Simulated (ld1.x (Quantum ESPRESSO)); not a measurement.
## Pseudopotential generation: Dy (part 2 of 2)

The same run, continued: dysprosium (Dy, Z = 66), core [Xe], reference valence 4f9 5d1 6s2 6p0, valence charge 12. Method: RRKJ potential, PBE, scalar-relativistic, made with ld1.x (Quantum ESPRESSO) 7.5.

Output of the test run (extracts), continued:
```
     ---------------------- Testing the pseudopotential ----------------------

     Dy
     scalar relativistic calculation

     atomic number is 66.00   valence charge is 12.00
     dft =PBE   lsd =0 sic =0 latt =0  beta=0.20 tr2=1.0E-14
     mesh =1265 r(mesh) = 100.51885 xmin = -7.00 dx = 0.01250

     n l     nl             e AE (Ry)        e PS (Ry)    De AE-PS (Ry)
     4 3     4F   1(10.00)       -1.25505       -1.01521       -0.23984  !
     3 2     5D   1( 0.00)       -0.99648       -0.98063       -0.01585  !
     1 0     6S   1( 0.00)       -1.06688       -1.07738        0.01050  !
     2 1     6P   1( 0.00)       -0.74504       -0.76409        0.01906  !

     eps = 3.6E-15  iter = 18

     Etot =  -24313.202567 Ry,  -12156.601283 Ha, -330797.972961 eV
     Etotps =  -129.937687 Ry,     -64.968844 Ha,   -1767.892297 eV
     dEtot_ae =       0.994186 Ry
     dEtot_ps =    -103.813569 Ry,   Delta E=     104.807754 Ry

     Ekin =     279.329236 Ry,     139.664618 Ha,    3800.467872 eV
     Encl =    -164.696617 Ry,     -82.348308 Ha,   -2240.811623 eV
     Ehrt =     100.907511 Ry,      50.453755 Ha,    1372.916624 eV
     Ecxc =     -47.038225 Ry,     -23.519112 Ha,    -639.987649 eV
     (Ecc =     -21.486985 Ry,     -10.743493 Ha,    -292.345330 eV)
     Epseu=    -298.439593 Ry,    -149.219797 Ha,   -4060.477522 eV

     ---------------------- End of pseudopotential test ----------------------

     ---------------------- Testing the pseudopotential ----------------------

     Dy
     scalar relativistic calculation

     atomic number is 66.00   valence charge is 12.00
     dft =PBE   lsd =0 sic =0 latt =0  beta=0.20 tr2=1.0E-14
     mesh =1265 r(mesh) = 100.51885 xmin = -7.00 dx = 0.01250

     n l     nl             e AE (Ry)        e PS (Ry)    De AE-PS (Ry)
     4 3     4F   1(10.00)       -0.80020       -0.07967       -0.72053  !
     3 2     5D   1( 0.00)       -0.58012       -0.58012        0.00000
     1 0     6S   1( 0.00)       -0.70716       -0.70716        0.00000
     2 1     6P   1( 1.00)       -0.45169       -0.04187       -0.40983  !

     eps = 7.7E-16  iter = 28

     Etot =  -24313.806579 Ry,  -12156.903289 Ha, -330806.190960 eV
     Etotps =   -22.325552 Ry,     -11.162776 Ha,    -303.754615 eV
     dEtot_ae =       0.390174 Ry
     dEtot_ps =       3.798566 Ry,   Delta E=      -3.408392 Ry

     Ekin =      -0.838567 Ry,      -0.419283 Ha,     -11.409285 eV
     Encl =       0.000000 Ry,       0.000000 Ha,       0.000000 eV
     Ehrt =       0.000000 Ry,       0.000000 Ha,       0.000000 eV
     Ecxc =     -21.486985 Ry,     -10.743493 Ha,    -292.345330 eV
     (Ecc =     -21.486985 Ry,     -10.743493 Ha,    -292.345330 eV)

     ---------------------- End of pseudopotential test ----------------------

     ---------------------- Testing the pseudopotential ----------------------

     Dy
     scalar relativistic calculation

     atomic number is 66.00   valence charge is 12.00
     dft =PBE   lsd =0 sic =0 latt =0  beta=0.20 tr2=1.0E-14
     mesh =1265 r(mesh) = 100.51885 xmin = -7.00 dx = 0.01250

     n l     nl             e AE (Ry)        e PS (Ry)    De AE-PS (Ry)
     4 3     4F   1(10.00)       -0.45344       -0.04081       -0.41263  !
     3 2     5D   1( 0.00)       -0.28451       -0.28451        0.00000
     1 0     6S   1( 1.50)       -0.45642       -0.00000       -0.45642  !
     2 1     6P   1( 0.00)       -0.23513       -0.23513        0.00000

     eps = 3.0E-01  iter =201

     Etot =  -24314.336114 Ry,  -12157.168057 Ha, -330813.395658 eV
     Etotps =   -24.789993 Ry,     -12.394996 Ha,    -337.285037 eV
     dEtot_ae =      -0.139362 Ry
     dEtot_ps =       1.334126 Ry,   Delta E=      -1.473487 Ry

     Ekin =      24.021415 Ry,      12.010708 Ha,     326.828005 eV
     Encl =     -26.354928 Ry,     -13.177464 Ha,    -358.577068 eV
     Ehrt =       3.194948 Ry,       1.597474 Ha,      43.469486 eV
     Ecxc =     -25.651428 Ry,     -12.825714 Ha,    -349.005460 eV
     (Ecc =     -21.486985 Ry,     -10.743493 Ha,    -292.345330 eV)

     ---------------------- End of pseudopotential test ----------------------

     ---------------------- Testing the pseudopotential ----------------------

     Dy
     scalar relativistic calculation

     atomic number is 66.00   valence charge is 12.00
     dft =PBE   lsd =0 sic =0 latt =0  beta=0.20 tr2=1.0E-14
     mesh =1265 r(mesh) = 100.51885 xmin = -7.00 dx = 0.01250

     n l     nl             e AE (Ry)        e PS (Ry)    De AE-PS (Ry)
     4 3     4F   1(10.00)       -0.33365       -0.03003       -0.30362  !
     3 2     5D   1( 0.00)       -0.16200       -0.16200        0.00000
     1 0     6S   1( 1.00)       -0.33430       -0.00000       -0.33430  !
     2 1     6P   1( 1.00)       -0.13155       -0.17514        0.04359  !

     eps = 3.3E-01  iter =201

     Etot =  -24314.321961 Ry,  -12157.160981 Ha, -330813.203101 eV
     Etotps =   -23.263165 Ry,     -11.631582 Ha,    -316.511481 eV
     dEtot_ae =      -0.125209 Ry
     dEtot_ps =       2.860954 Ry,   Delta E=      -2.986163 Ry

     Ekin =      17.252918 Ry,       8.626459 Ha,     234.737908 eV
     Encl =     -17.743634 Ry,      -8.871817 Ha,    -241.414440 eV
     Ehrt =       1.461648 Ry,       0.730824 Ha,      19.886736 eV
     Ecxc =     -24.234097 Ry,     -12.117048 Ha,    -329.721685 eV
     (Ecc =     -21.486985 Ry,     -10.743493 Ha,    -292.345330 eV)

     ---------------------- End of pseudopotential test ----------------------

     ---------------------- Testing the pseudopotential ----------------------

     Dy
     scalar relativistic calculation

     atomic number is 66.00   valence charge is 12.00
     dft =PBE   lsd =0 sic =0 latt =0  beta=0.20 tr2=1.0E-14
     mesh =1265 r(mesh) = 100.51885 xmin = -7.00 dx = 0.01250

     n l     nl             e AE (Ry)        e PS (Ry)    De AE-PS (Ry)
     4 3     4F   1(10.00)       -0.42959       -0.03866       -0.39093  !
     3 2     5D   1( 0.00)       -0.23050       -0.23050        0.00000
     1 0     6S   1( 0.00)       -0.38337       -0.38337        0.00000
     2 1     6P   1( 2.00)       -0.16922       -0.06743       -0.10179  !

     eps = 9.3E-17  iter = 14

     Etot =  -24314.113653 Ry,  -12157.056826 Ha, -330810.368915 eV
     Etotps =   -22.008483 Ry,     -11.004242 Ha,    -299.440668 eV
     dEtot_ae =       0.083100 Ry
     dEtot_ps =       4.115635 Ry,   Delta E=      -4.032535 Ry

     Ekin =      -0.521498 Ry,      -0.260749 Ha,      -7.095338 eV
     Encl =       0.000000 Ry,       0.000000 Ha,       0.000000 eV
     Ehrt =       0.000000 Ry,       0.000000 Ha,       0.000000 eV
     Ecxc =     -21.486985 Ry,     -10.743493 Ha,    -292.345330 eV
     (Ecc =     -21.486985 Ry,     -10.743493 Ha,    -292.345330 eV)

     ---------------------- End of pseudopotential test ----------------------
```

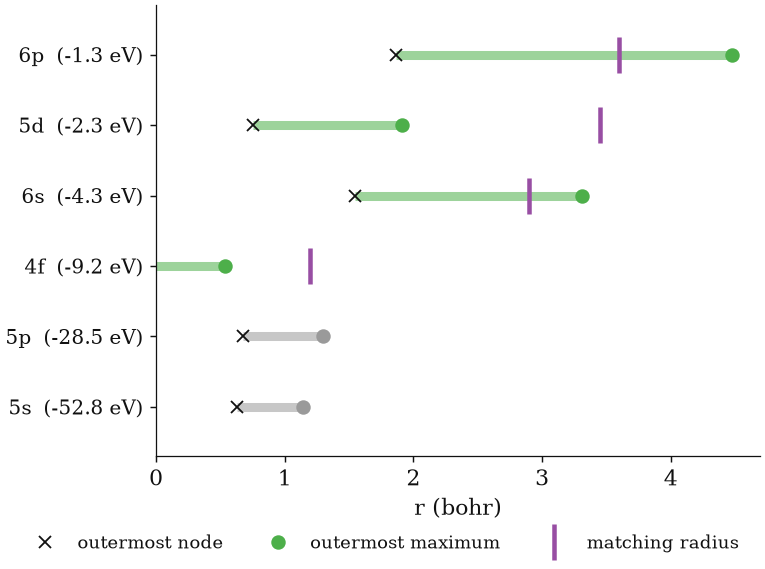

Figure 1. Outer shells of the all-electron reference atom: each bar runs from the outermost node (or the nucleus) to the outermost maximum of u(r); the tick is the radius chosen for the pseudo-wave. Shells without a tick have no pseudo-wave of their own. Levels, nodes and maxima are from ld1.x, scalar-relativistic.

- Radii against the shells: 4f: 1.20 bohr, outside the maximum; 6s: 2.90 bohr, between node and maximum; 5d: 3.45 bohr, outside the maximum; 6p: 3.60 bohr, between node and maximum.

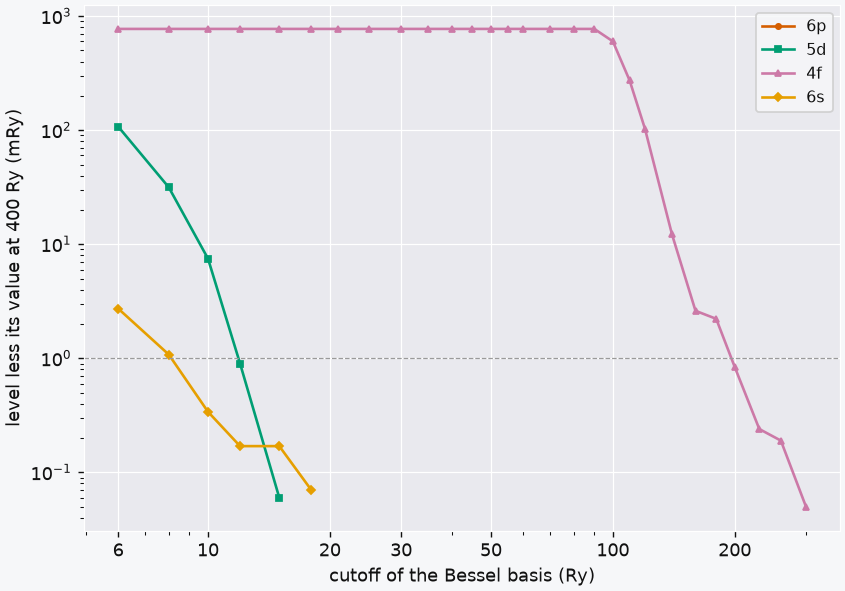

Figure 2. The pseudo-atom Hamiltonian at the reference potential is diagonalised in spherical Bessel functions (20 bohr box) up to the cutoff. Curves: distance of each valence level from its value at 400 Ry.

- Cutoffs for 10 and 1 mRy in the occupation-weighted sum of levels: 200 Ry and 300 Ry, on the ladder of cutoffs that was run.
- Cutoffs from which each level stays within 1 mRy: 6p: 6 Ry or less; 5d: 12 Ry; 4f: 200 Ry; 6s: 10 Ry.
- Hardest occupied shell: 4f: its level needs 200 Ry to come within 1 mRy, against 12 Ry for 5d.

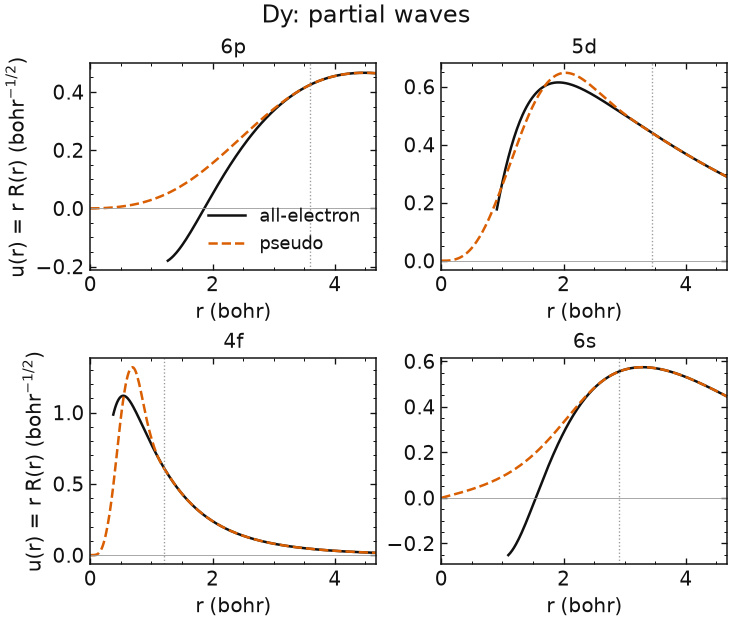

Figure 3. Partial waves u(r) = r R(r), all-electron (solid) and pseudo (dashed). Dotted lines mark the matching radii. The innermost oscillations of some all-electron curves aren't drawn. Pseudo-waves: 6p has no node; 5d has no node; 4f has no node; 6s has no node.

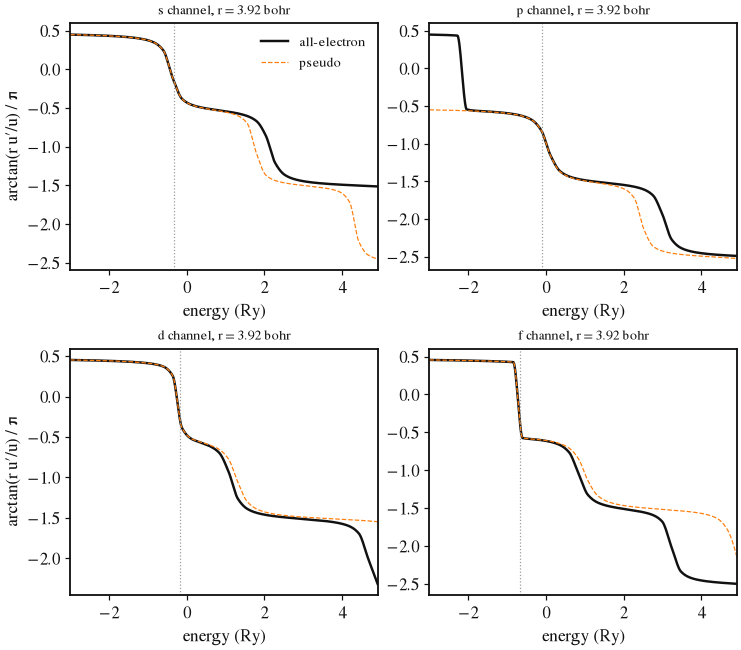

Figure 4. Unwrapped phase arctan(r u′/u) in units of π against energy, all-electron (solid) and pseudo (dashed); the pseudo phase is matched to the all-electron one at the reference energy. Here u = r R(r). A near-vertical step is a level narrower than the spacing of the points behind the curves. The dotted line marks the reference energy of the channel.

- Range over which the phases agree within 0.05 rad: s: up to about 1.1 Ry; p: between about -2.0 and 1.5 Ry; d: up to about 0.6 Ry; f: up to about 0.3 Ry.
- Ghost states: Going away from the reference energies, the phases part by more than π/2 in: s at about 1.9 Ry (above its reference energy, pseudo phase lower); p at about 2.5 Ry (above its reference energy, pseudo phase lower); p at about -2.2 Ry (below its reference energy, pseudo phase lower, at the 5p core level, which only the all-electron atom has); d at about 4.7 Ry (above its reference energy, pseudo phase higher); f at about 3.2 Ry (above its reference energy, pseudo phase higher). Such a step is either a state that only one of the two atoms has or an ordinary level shifted in energy. The separate test gives: no ghost state below the valence levels in the p, d, f, s channels.

Outcome of the run: generated; ld1.x warns of wrong node counts.
